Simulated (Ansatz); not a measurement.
## Electronic structure of CH₄F₂OSi (SMILES CO[SiH](F)F) in real space

| atom | x (Å) | y (Å) | z (Å) |
| --- | --- | --- | --- |
| C | 1.5068 | 2.5499 | 0.8207 |
| F | 0.5340 | -0.3172 | 2.1587 |
| F | -1.2307 | 0.6961 | 0.6029 |
| O | 1.3346 | 1.2905 | 0.1899 |
| Si | 0.2796 | 0.1295 | 0.6295 |
| H | 0.5790 | 3.1457 | 0.7808 |
| H | 1.8085 | 2.4297 | 1.8751 |
| H | 2.2986 | 3.0954 | 0.2880 |
| H | 0.4198 | -1.0154 | -0.2756 |

Geometry: r2SCAN-D4/def2-SVP.

Method: Ansatz 0.2.0, isolated molecule in a Gaussian basis; Kohn-Sham density functional theory, functional PBE0.

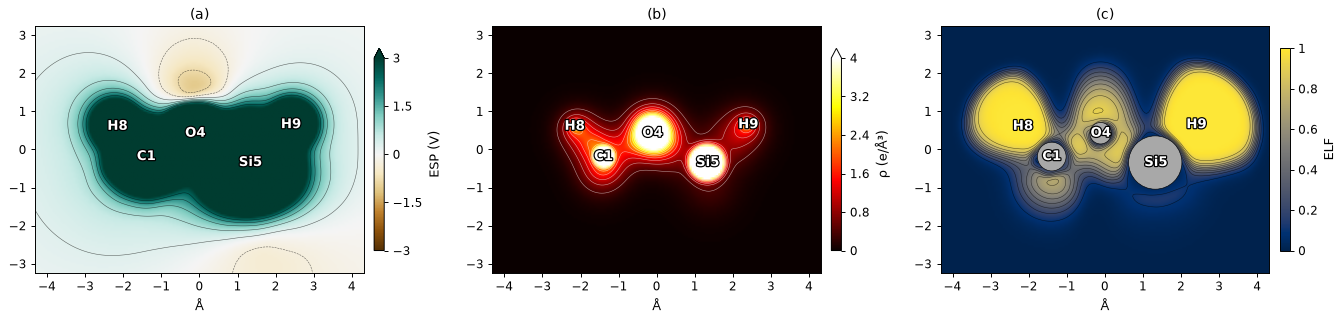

Figure 1. (a) electrostatic potential; (b) electron density; (c) ELF on the plane of atoms O4, C1 and H8. Grey discs cover the atomic cores in the ELF map.

Read the bonding off the picture.

Atoms in the plane: C, O, Si and H. C–O (1.42 Å): ρ at the midpoint is about 2 e/Å³, with its minimum of 1.7 e/Å³ about 0.5 Å from C; the ELF peaks at about 0.85 between the atoms; a polar covalent bond. Si–O (1.63 Å): ρ is about 1.2 e/Å³ halfway; the ELF peaks at about 0.85 between the atoms: a polar covalent bond. C–H (1.10 Å): ρ is about 2 e/Å³ halfway; the ELF climbs to about 1 towards the hydrogen, as it does in any bond to H: a covalent bond by its length. Si–H (1.47 Å): the density is about 0.89 e/Å³ at the midpoint; the ELF climbs to about 1 towards the hydrogen. The ELF also peaks beside O4, away from the bonds: lone-pair regions. Outside the dense part of the molecule the potential is most negative (−1.1 V) near O4.

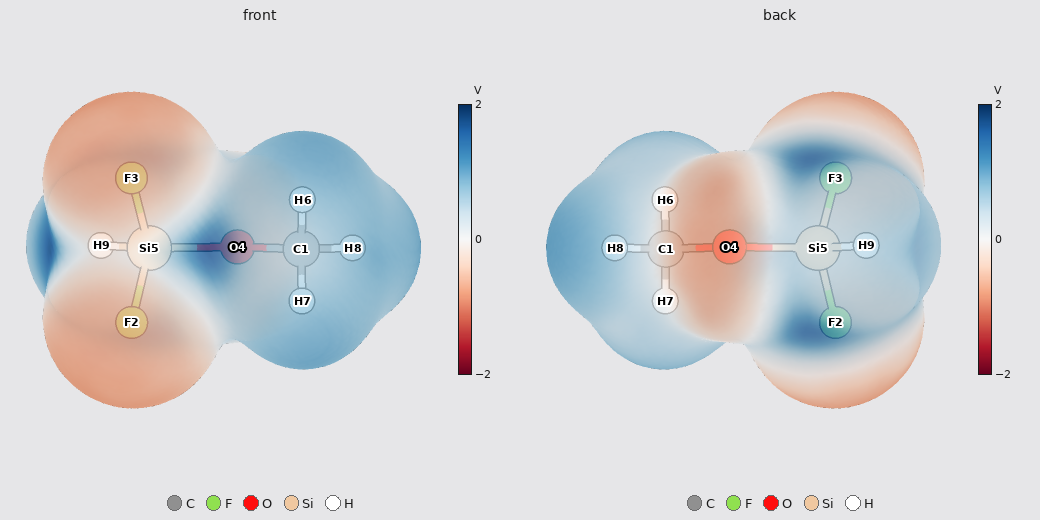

Figure 2. The electrostatic potential painted on the density surface at 0.002 e/bohr³, seen from the front and from behind; red is negative and blue positive.

Describe the electrostatic potential map.

The most negative region (about −0.8 V) lies over F2, F3 and O4, the most positive (about +1.6 V) over Si5.

How polar is the molecule by this calculation?

Its dipole moment is 1.43 D.

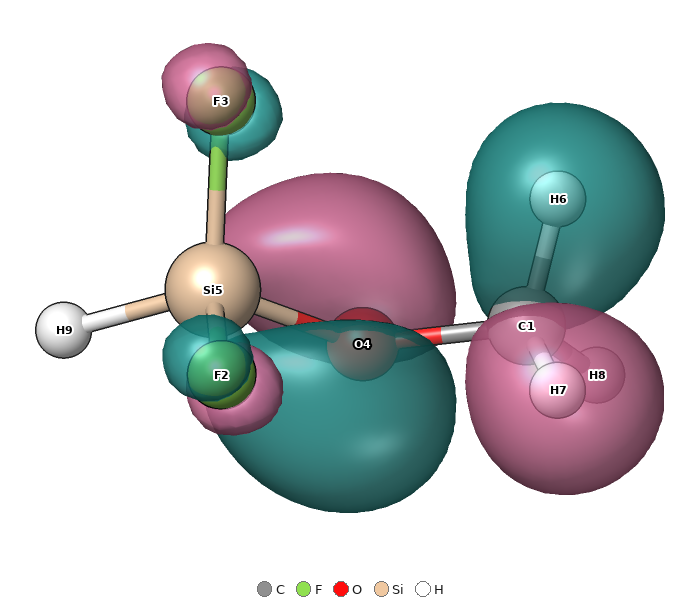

Figure 3. The HOMO at ±0.1 Å⁻³ᐟ² (teal and pink are the two phases), seen at a tilt.

Where does this orbital lie, and at what energy?

By Hirshfeld shares it lies mainly on O4 (about 55 %), C1 (about 15 %), H7 (about 10 %) and H6 (about 10 %). Its energy is −9.13 eV.

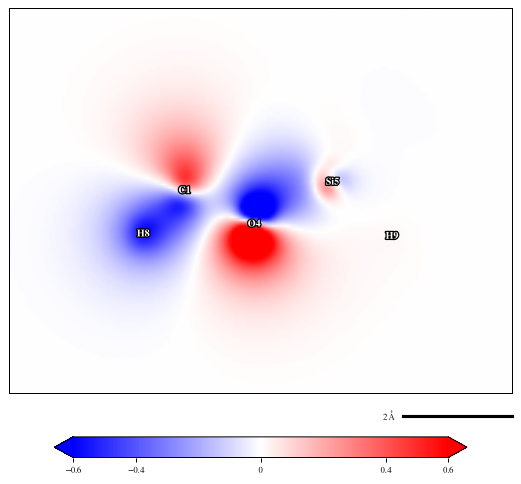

Figure 4. The HOMO−1 on the plane of atoms O4, Si5 and H9 (values in Å⁻³ᐟ²; the overall sign is arbitrary).

Describe this orbital and give its energy.

Its weight (Hirshfeld) is mainly on O4 (about 50 %), C1 (about 20 %), H8 (about 10 %) and Si5 (about 5 %). Its energy is −9.66 eV.
